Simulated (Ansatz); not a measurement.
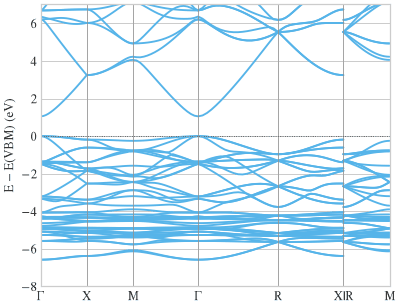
Band structure from the program Ansatz at the PBE level (PAW)

Read off the gap and where the band edges lie.

About 1.1 eV (1.05 eV by a search for the band edges); maximum at Γ, minimum at Γ.

The material is ZnO in space group Pm-3n (No. 223; Zn on 6c, O on 6d).

The start of the workflow was typed in or built on a structure type; neither database checked (COD, Materials Project) lists it. It is not the phase usual at ambient conditions (space group No. 186). The cell was relaxed with PBE under the symmetry of its start; its stability against distortions is not shown here.

Potentials: the earlier of the program's two PAW sets.
